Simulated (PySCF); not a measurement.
**Geometry relaxation of C4H16BNOSi**

System: C4H16BNOSi, SMILES [BH3-][NH2+]CO[Si](C)(C)C.
Method: PBE0-D3(BJ)/def2-SVP geometry optimisation, gas phase (PySCF 2.14.0).

It belongs to a series of runs on one base structure; here: H on C replaced by OSiMe3.

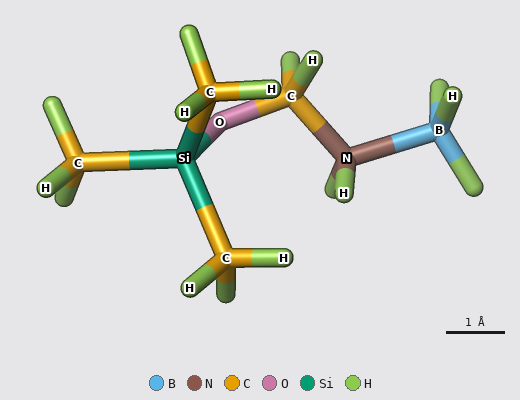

*The structure as given in the input (stick view, seen at a tilt).*

Key numbers:

| quantity | value |
| --- | --- |
| outcome | converged |
| total energy | −605.642565 hartree |
| dipole moment | 6.16 D |
| point group | C1 |
| hardware | 1 CPU thread, shared host |
| wall time | 8.6 min |
| peak memory | 0.89 GiB |

The input:
```
{"job": {"xc": "PBE0", "basis": "def2-SVP", "d3": "d3bj", "grid": 1, "shake": 0.01, "kind": "geom"}, "charge": 0, "multiplicity": 1}
B      3.480290    -0.266080     0.280570
N      1.922450    -0.641930    -0.194350
C      1.215990     0.425650    -0.908850
O     -0.052700     0.104520    -1.172970
Si    -1.371400     0.104220    -0.137090
C     -1.424030     1.752110     0.844380
C     -2.821420    -0.113570    -1.308780
C     -1.236070    -1.333520     1.110760
H      4.057650     0.015670    -0.700740
H      3.341220     0.698700     1.007340
H      3.859650    -1.209990     0.847380
H      1.994800    -1.466640    -0.767840
H      1.385460    -0.867320     0.640980
H      1.730370     0.603340    -1.846180
H      1.300100     1.325150    -0.291290
H     -2.294170     1.823410     1.494580
H     -0.544180     1.872060     1.481550
H     -1.455140     2.606220     0.180200
H     -3.765410    -0.176580    -0.755870
H     -2.932380     0.722080    -2.002210
H     -2.750450    -1.021670    -1.900120
H     -0.540400    -1.164170     1.913460
H     -2.207620    -1.512620     1.558430
H     -0.956890    -2.259440     0.620870
```

The first line tells a small driver script what to run in PySCF; the rest is the geometry in Å.

Launched with:
```bash
OMP_NUM_THREADS=1 python <driver script> task.json out
```

Output:
```
step   0  E = -605.63145560  max force = 0.031867
step   1  E = -605.64070220  max force = 0.012804
step   2  E = -605.64146370  max force = 0.005690
step   3  E = -605.64171430  max force = 0.001084
step   4  E = -605.64182753  max force = 0.004481
step   5  E = -605.64215383  max force = 0.006085
step   6  E = -605.64238472  max force = 0.004021
step   7  E = -605.64238108  max force = 0.000947
step   8  E = -605.64245384  max force = 0.001018
step   9  E = -605.64250568  max force = 0.001462
step  10  E = -605.64252712  max force = 0.000875
step  11  E = -605.64254345  max force = 0.000492
step  12  E = -605.64255367  max force = 0.000649
step  13  E = -605.64256132  max force = 0.000619
step  14  E = -605.64256514  max force = 0.000242
optimisation converged
```

Trajectory as extended XYZ (Å, eV, eV/Å), 9 of the 15 frames kept, from step=0 to step=14:
```
24
Properties=species:S:1:pos:R:3:forces:R:3 step=0 energy=-16480.07132
B     3.4803   -0.2661    0.2806   -1.5759   0.8716   0.1817
N     1.9224   -0.6419   -0.1943    0.8198   0.7502   0.4228
C     1.2160    0.4256   -0.9089    1.1932   0.2265   0.4397
O    -0.0527    0.1045   -1.1730   -1.6387  -0.5434  -0.5166
Si   -1.3714    0.1042   -0.1371   -0.6185   0.3040   0.6760
C    -1.4240    1.7521    0.8444    0.1967  -0.9437  -0.4343
C    -2.8214   -0.1136   -1.3088   -0.0651   0.1791   0.6061
C    -1.2361   -1.3335    1.1108   -0.3169   0.5557  -1.0495
H     4.0576    0.0157   -0.7007    0.6231   0.1596  -1.0732
H     3.3412    0.6987    1.0073   -0.0124   0.1945   0.2133
H     3.8596   -1.2100    0.8474    0.5160  -1.1978   0.6234
H     1.9948   -1.4666   -0.7678   -0.2245  -0.5640  -0.3018
H     1.3855   -0.8673    0.6410    0.0575  -0.2622   0.0593
H     1.7304    0.6033   -1.8462    0.5422   0.1033  -0.3950
H     1.3001    1.3252   -0.2913    0.2217   0.2740   0.2320
H    -2.2942    1.8234    1.4946   -0.3995  -0.1401   0.2319
H    -0.5442    1.8721    1.4815    0.2794  -0.0535   0.1709
H    -1.4551    2.6062    0.1802   -0.0153   0.4971  -0.4916
H    -3.7654   -0.1766   -0.7559   -0.1660  -0.0166   0.2045
H    -2.9324    0.7221   -2.0022    0.1623   0.2982  -0.1727
H    -2.7504   -1.0217   -1.9001    0.2049  -0.4529  -0.2465
H    -0.5404   -1.1642    1.9135    0.6007   0.2906   0.6839
H    -2.2076   -1.5126    1.5584   -0.5581  -0.0142   0.3027
H    -0.9569   -2.2594    0.6209    0.1735  -0.5158  -0.3669
24
Properties=species:S:1:pos:R:3:forces:R:3 step=2 energy=-16480.34366
B     3.5005   -0.2892    0.2753    0.1038  -0.0324   0.0208
N     1.9903   -0.6781   -0.1766    0.0033  -0.0468   0.0300
C     1.2561    0.4142   -0.8252   -0.2926  -0.0316  -0.1031
O    -0.0433    0.0539   -1.1404    0.2016  -0.0122  -0.0128
Si   -1.4023    0.1249   -0.1329   -0.0587   0.0189   0.0151
C    -1.4680    1.8093    0.6783    0.0184   0.0177   0.0887
C    -2.8625   -0.1707   -1.2508    0.0023   0.0216  -0.0733
C    -1.2848   -1.2407    1.1521    0.0057  -0.0157   0.0448
H     4.0966    0.0321   -0.7478   -0.0266  -0.0173   0.0104
H     3.3814    0.6412    1.0660   -0.0184   0.0040   0.0048
H     3.9591   -1.2982    0.8025   -0.0210   0.0373  -0.0432
H     2.0111   -1.4829   -0.8067    0.0087   0.0135   0.0009
H     1.4810   -0.9904    0.6527   -0.0052   0.0251  -0.0029
H     1.8010    0.6549   -1.7490    0.0418   0.0324   0.0159
H     1.3163    1.2846   -0.1512    0.0235  -0.0141   0.0351
H    -2.3650    1.8974    1.3125    0.0000  -0.0077  -0.0138
H    -0.5952    1.9881    1.3272   -0.0122   0.0030  -0.0079
H    -1.5043    2.6150   -0.0710   -0.0038  -0.0114  -0.0207
H    -3.7955   -0.2204   -0.6678    0.0041   0.0016   0.0101
H    -2.9657    0.6410   -1.9877    0.0107  -0.0109   0.0045
H    -2.7562   -1.1166   -1.8042    0.0094  -0.0035   0.0164
H    -0.5587   -1.0285    1.9546    0.0087   0.0203  -0.0288
H    -2.2623   -1.3886    1.6395    0.0100   0.0128   0.0100
H    -1.0102   -2.1975    0.6794   -0.0135  -0.0045  -0.0011
24
Properties=species:S:1:pos:R:3:forces:R:3 step=4 energy=-16480.35356
B     3.5325   -0.3761    0.2256   -0.1254   0.0514  -0.0036
N     2.0106   -0.7280   -0.2430    0.0468   0.0376   0.0018
C     1.2439    0.4305   -0.7288    0.2304   0.0278   0.0701
O    -0.0336    0.0868   -1.0966   -0.1701  -0.0599  -0.0261
Si   -1.4181    0.1534   -0.1181   -0.0065   0.0060   0.0175
C    -1.5494    1.8538    0.6522   -0.0171   0.0014  -0.0628
C    -2.8233   -0.2094   -1.2855   -0.0042  -0.0157   0.0523
C    -1.2840   -1.1515    1.2272   -0.0056  -0.0071  -0.0643
H     4.0814    0.0993   -0.7598    0.0236   0.0291  -0.0251
H     3.4124    0.4275    1.1464    0.0188  -0.0111  -0.0123
H     4.0231   -1.4372    0.5774    0.0226  -0.0643   0.0283
H     2.0398   -1.4334   -0.9811   -0.0206  -0.0311  -0.0094
H     1.5167   -1.1596    0.5405    0.0059  -0.0001   0.0003
H     1.7966    0.8202   -1.5964    0.0054   0.0278   0.0007
H     1.2907    1.1894    0.0715   -0.0075  -0.0116   0.0057
H    -2.4706    1.9284    1.2515   -0.0081   0.0066   0.0071
H    -0.7037    2.0795    1.3199    0.0070  -0.0016   0.0006
H    -1.5891    2.6294   -0.1284   -0.0003   0.0255   0.0185
H    -3.7777   -0.2587   -0.7377   -0.0060   0.0026  -0.0277
H    -2.9072    0.5706   -2.0571    0.0035   0.0021  -0.0032
H    -2.6677   -1.1746   -1.7911   -0.0105  -0.0032  -0.0041
H    -0.5540   -0.8726    2.0036    0.0320  -0.0033   0.0057
H    -2.2546   -1.2854    1.7312    0.0004   0.0067   0.0145
H    -0.9954   -2.1276    0.8057   -0.0146  -0.0157   0.0152
24
Properties=species:S:1:pos:R:3:forces:R:3 step=5 energy=-16480.36244
B     3.5541   -0.4490    0.1851   -0.1224   0.0299  -0.0137
N     2.0319   -0.7622   -0.3078    0.0231   0.0756  -0.0269
C     1.2440    0.4383   -0.6350    0.3129   0.0098   0.1188
O    -0.0230    0.1182   -1.0543   -0.2178  -0.0405  -0.0274
Si   -1.4312    0.1787   -0.1063    0.0360   0.0090  -0.0073
C    -1.6182    1.8963    0.6145   -0.0453  -0.0122  -0.0833
C    -2.7963   -0.2454   -1.3004    0.0078  -0.0323   0.0641
C    -1.2824   -1.0783    1.2812   -0.0034   0.0084  -0.0529
H     4.0782    0.1652   -0.7361    0.0217   0.0236  -0.0072
H     3.4371    0.2209    1.2071    0.0158  -0.0056  -0.0060
H     4.0673   -1.5402    0.3810    0.0217  -0.0477   0.0241
H     2.0641   -1.3654   -1.1317   -0.0262  -0.0220  -0.0034
H     1.5490   -1.2973    0.4166    0.0041  -0.0056   0.0018
H     1.7981    0.9576   -1.4320   -0.0200   0.0041  -0.0064
H     1.2752    1.0784    0.2646   -0.0237  -0.0093  -0.0044
H    -2.5552    1.9625    1.1903    0.0009   0.0136   0.0145
H    -0.7931    2.1602    1.2934    0.0142  -0.0031   0.0063
H    -1.6603    2.6502   -0.1871    0.0038   0.0162   0.0190
H    -3.7685   -0.2931   -0.7850   -0.0042   0.0071  -0.0187
H    -2.8645    0.5066   -2.1006   -0.0004   0.0046  -0.0087
H    -2.6074   -1.2246   -1.7663   -0.0145  -0.0010  -0.0125
H    -0.5423   -0.7566    2.0316    0.0243  -0.0275   0.0110
H    -2.2449   -1.1949    1.8044    0.0029   0.0103   0.0162
H    -0.9921   -2.0710    0.9018   -0.0116  -0.0054   0.0032
24
Properties=species:S:1:pos:R:3:forces:R:3 step=7 energy=-16480.36862
B     3.5698   -0.5719    0.1290    0.0487  -0.0196  -0.0142
N     2.0621   -0.7875   -0.4330   -0.0136   0.0207  -0.0167
C     1.2504    0.4343   -0.4672    0.0124  -0.0051   0.0027
O    -0.0030    0.1780   -0.9879    0.0057   0.0366   0.0238
Si   -1.4443    0.2250   -0.0906    0.0257   0.0029  -0.0128
C    -1.7184    1.9693    0.5308   -0.0430  -0.0084   0.0048
C    -2.7561   -0.3073   -1.3001    0.0167  -0.0270  -0.0135
C    -1.2668   -0.9587    1.3547    0.0071   0.0219   0.0255
H     4.0861    0.2651   -0.6051   -0.0075  -0.0166   0.0101
H     3.4431   -0.1782    1.2840   -0.0075   0.0011   0.0092
H     4.1115   -1.6690    0.0557   -0.0130   0.0239   0.0082
H     2.0978   -1.1795   -1.3766   -0.0010   0.0069   0.0065
H     1.5868   -1.4861    0.1419    0.0022  -0.0123  -0.0017
H     1.7980    1.1565   -1.0924   -0.0168  -0.0129  -0.0143
H     1.2392    0.8263    0.5653   -0.0108   0.0003  -0.0103
H    -2.6689    2.0357    1.0850    0.0107   0.0056   0.0031
H    -0.9162    2.2926    1.2126    0.0071  -0.0021  -0.0008
H    -1.7651    2.6848   -0.3048    0.0070  -0.0104  -0.0060
H    -3.7500   -0.3426   -0.8280   -0.0007   0.0114   0.0145
H    -2.8040    0.3931   -2.1480   -0.0052  -0.0005  -0.0027
H    -2.5330   -1.3083   -1.7004   -0.0055   0.0019   0.0005
H    -0.4817   -0.6163    2.0495   -0.0085  -0.0327   0.0012
H    -2.2036   -1.0219    1.9312    0.0027   0.0116   0.0032
H    -1.0143   -1.9787    1.0235   -0.0130   0.0030  -0.0203
24
Properties=species:S:1:pos:R:3:forces:R:3 step=9 energy=-16480.37201
B     3.5641   -0.5663    0.1475    0.0138  -0.0001   0.0094
N     2.0589   -0.7785   -0.4251   -0.0028  -0.0250   0.0071
C     1.2566    0.4468   -0.4944   -0.0752  -0.0116  -0.0224
O    -0.0027    0.1835   -1.0007    0.0438   0.0251   0.0143
Si   -1.4364    0.2247   -0.0932   -0.0078  -0.0079   0.0017
C    -1.7060    1.9670    0.5336    0.0044   0.0042   0.0179
C    -2.7637   -0.3062   -1.2869    0.0043   0.0050  -0.0192
C    -1.2623   -0.9749    1.3394    0.0060  -0.0066   0.0092
H     4.1015    0.2419   -0.6016   -0.0018  -0.0021  -0.0035
H     3.4257   -0.1390    1.2898   -0.0021   0.0016  -0.0016
H     4.0899   -1.6717    0.1151   -0.0013   0.0026  -0.0024
H     2.0952   -1.1955   -1.3579    0.0107   0.0073  -0.0004
H     1.5758   -1.4596    0.1645   -0.0027   0.0029  -0.0048
H     1.8014    1.1442   -1.1486    0.0066  -0.0007  -0.0006
H     1.2495    0.8721    0.5242    0.0126   0.0081   0.0029
H    -2.6485    2.0393    1.0996   -0.0011  -0.0037  -0.0023
H    -0.8937    2.2868    1.2057   -0.0024   0.0025  -0.0039
H    -1.7561    2.6813   -0.3027   -0.0020  -0.0024  -0.0039
H    -3.7485   -0.3334   -0.7947    0.0008   0.0006   0.0033
H    -2.8257    0.3936   -2.1345    0.0004  -0.0032   0.0011
H    -2.5550   -1.3089   -1.6901    0.0006  -0.0017   0.0069
H    -0.4620   -0.6740    2.0352    0.0070   0.0023  -0.0097
H    -2.1953   -1.0246    1.9235    0.0008   0.0054   0.0008
H    -1.0433   -1.9939    0.9817   -0.0128  -0.0028  -0.0001
24
Properties=species:S:1:pos:R:3:forces:R:3 step=10 energy=-16480.37260
B     3.5611   -0.5684    0.1536   -0.0096   0.0067   0.0108
N     2.0575   -0.7778   -0.4269   -0.0006  -0.0209   0.0118
C     1.2571    0.4489   -0.4996   -0.0450  -0.0063  -0.0137
O    -0.0025    0.1880   -1.0046    0.0307   0.0136   0.0052
Si   -1.4341    0.2265   -0.0940   -0.0163  -0.0090   0.0064
C    -1.7042    1.9683    0.5340    0.0135   0.0024   0.0085
C    -2.7646   -0.3061   -1.2834   -0.0006   0.0121  -0.0076
C    -1.2585   -0.9760    1.3360   -0.0010  -0.0137  -0.0059
H     4.1043    0.2367   -0.5941    0.0019   0.0031  -0.0055
H     3.4162   -0.1386    1.2943    0.0017   0.0012  -0.0039
H     4.0836   -1.6750    0.1265    0.0029  -0.0062  -0.0033
H     2.0977   -1.1949   -1.3593    0.0096   0.0036  -0.0027
H     1.5707   -1.4580    0.1608   -0.0030   0.0021  -0.0049
H     1.8032    1.1432   -1.1561    0.0084   0.0012   0.0007
H     1.2519    0.8771    0.5178    0.0111   0.0074   0.0021
H    -2.6444    2.0406    1.1034   -0.0040  -0.0038  -0.0021
H    -0.8891    2.2899    1.2018   -0.0030   0.0024  -0.0021
H    -1.7576    2.6806   -0.3040   -0.0047   0.0020  -0.0002
H    -3.7468   -0.3295   -0.7857   -0.0001  -0.0025  -0.0031
H    -2.8300    0.3907   -2.1331    0.0025  -0.0025   0.0006
H    -2.5597   -1.3110   -1.6832    0.0016  -0.0027   0.0051
H    -0.4463   -0.6897    2.0239    0.0085   0.0073  -0.0070
H    -2.1862   -1.0136    1.9293    0.0024   0.0051   0.0041
H    -1.0598   -1.9970    0.9720   -0.0069  -0.0026   0.0066
24
Properties=species:S:1:pos:R:3:forces:R:3 step=12 energy=-16480.37332
B     3.5486   -0.5758    0.1673   -0.0208   0.0027  -0.0011
N     2.0494   -0.7807   -0.4279    0.0061   0.0048   0.0073
C     1.2573    0.4520   -0.5126    0.0334  -0.0004   0.0119
O    -0.0029    0.1989   -1.0148   -0.0205   0.0006  -0.0094
Si   -1.4305    0.2304   -0.0968   -0.0047  -0.0051   0.0029
C    -1.7020    1.9697    0.5383    0.0066  -0.0023  -0.0092
C    -2.7657   -0.3025   -1.2809   -0.0036   0.0043   0.0113
C    -1.2441   -0.9760    1.3288   -0.0108  -0.0071  -0.0164
H     4.1030    0.2207   -0.5815    0.0031   0.0037  -0.0007
H     3.3941   -0.1366    1.3031    0.0032  -0.0003  -0.0011
H     4.0651   -1.6854    0.1523    0.0041  -0.0058  -0.0005
H     2.1000   -1.2002   -1.3586   -0.0010  -0.0023  -0.0013
H     1.5519   -1.4562    0.1560   -0.0015  -0.0008  -0.0014
H     1.8111    1.1357   -1.1742   -0.0016  -0.0017  -0.0018
H     1.2584    0.8897    0.5011   -0.0025   0.0012  -0.0024
H    -2.6381    2.0352    1.1152   -0.0021  -0.0006   0.0015
H    -0.8830    2.2957    1.1988   -0.0007  -0.0001   0.0023
H    -1.7674    2.6819   -0.2989   -0.0028   0.0038   0.0040
H    -3.7459   -0.3208   -0.7790   -0.0011  -0.0015  -0.0071
H    -2.8323    0.3890   -2.1345    0.0042   0.0007  -0.0017
H    -2.5645   -1.3109   -1.6736    0.0008  -0.0005  -0.0023
H    -0.4025   -0.7107    1.9892    0.0038   0.0048   0.0015
H    -2.1534   -0.9852    1.9510    0.0046   0.0023   0.0071
H    -1.0872   -2.0030    0.9614    0.0037  -0.0003   0.0067
24
Properties=species:S:1:pos:R:3:forces:R:3 step=14 energy=-16480.37363
B     3.5393   -0.5782    0.1744    0.0039  -0.0024  -0.0028
N     2.0411   -0.7828   -0.4206   -0.0002   0.0055  -0.0034
C     1.2577    0.4540   -0.5250    0.0124  -0.0015   0.0049
O    -0.0051    0.2026   -1.0227   -0.0096   0.0031  -0.0042
Si   -1.4296    0.2306   -0.0993    0.0045  -0.0014  -0.0017
C    -1.7004    1.9667    0.5447   -0.0046  -0.0003  -0.0020
C    -2.7664   -0.2977   -1.2834    0.0000  -0.0051   0.0021
C    -1.2336   -0.9777    1.3236   -0.0001   0.0033   0.0018
H     4.1001    0.2048   -0.5845   -0.0010  -0.0006   0.0021
H     3.3868   -0.1218    1.3035   -0.0008  -0.0009   0.0015
H     4.0505   -1.6908    0.1757   -0.0011   0.0023   0.0002
H     2.0920   -1.2155   -1.3453   -0.0031  -0.0018   0.0012
H     1.5374   -1.4470    0.1708    0.0007   0.0000   0.0022
H     1.8156    1.1226   -1.1983   -0.0022  -0.0017  -0.0010
H     1.2626    0.9088    0.4811   -0.0029  -0.0009  -0.0009
H    -2.6343    2.0256    1.1263    0.0013   0.0005   0.0009
H    -0.8799    2.2912    1.2040    0.0008  -0.0009   0.0007
H    -1.7726    2.6845   -0.2871    0.0013  -0.0003   0.0004
H    -3.7482   -0.3170   -0.7849   -0.0003   0.0019  -0.0005
H    -2.8295    0.3962   -2.1354    0.0012   0.0011  -0.0004
H    -2.5649   -1.3049   -1.6792   -0.0003   0.0010  -0.0013
H    -0.3828   -0.7110    1.9722   -0.0009  -0.0007   0.0008
H    -2.1334   -0.9817    1.9594    0.0005  -0.0005   0.0004
H    -1.0830   -2.0066    0.9591    0.0007   0.0002  -0.0009
```

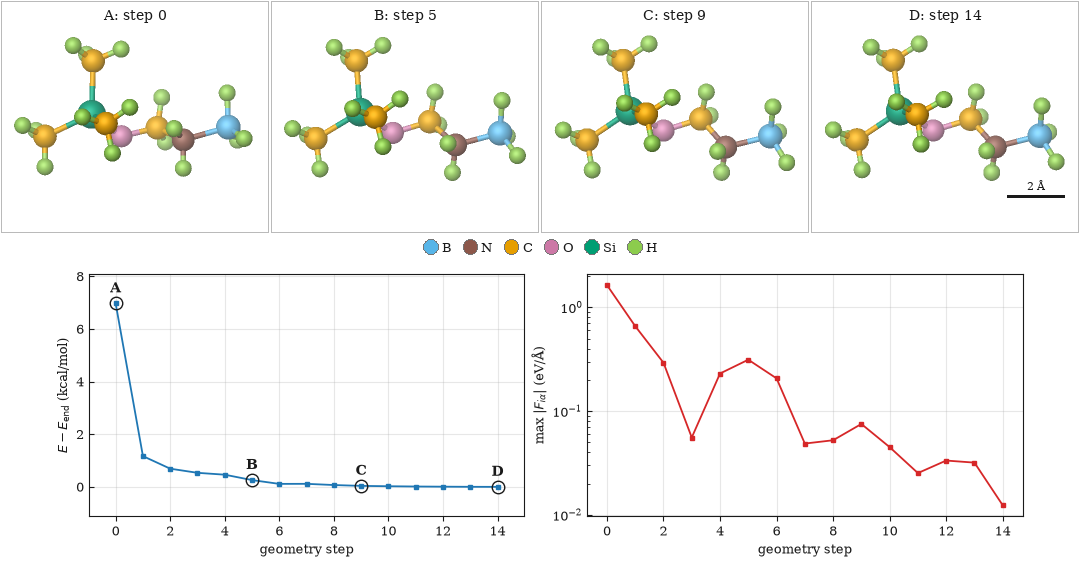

*Frames of the relaxation (ball-and-stick view, seen at a tilt) above the curves, on which the letters mark them (steps are counted from 0).*

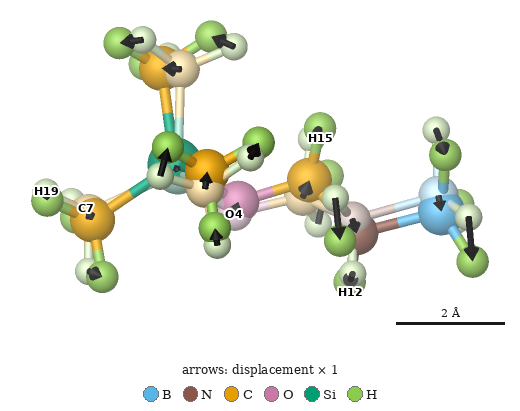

*Start (faint) and end (solid) with the displacements as black arrows, at true length (ball-and-stick view, seen at a tilt). The two geometries are laid on each other by the best rigid fit.*

The largest move after the best rigid fit is that of H14, 0.92 Å. Largest moves by element: H 0.92 Å, C 0.41 Å, N 0.31 Å, B 0.31 Å, O 0.22 Å, Si 0.13 Å. Among the contacts that change: B1–H11 1.165 → 1.224 Å, B1–H9 1.173 → 1.226 Å, Si5–C6 1.919 → 1.871 Å, B1–N2 1.671 → 1.625 Å. Among the angles that change: C3–O4–Si5 128.7° → 124.6°, B1–N2–H12 106.2° → 109.8°, H9–B1–H11 116.2° → 112.9°. Over 14 geometry steps the energy falls by 6.97 kcal/mol. The largest force component goes from 1.6 to 0.012 eV/Å. (Atoms are counted from 1 in the order of the input.)
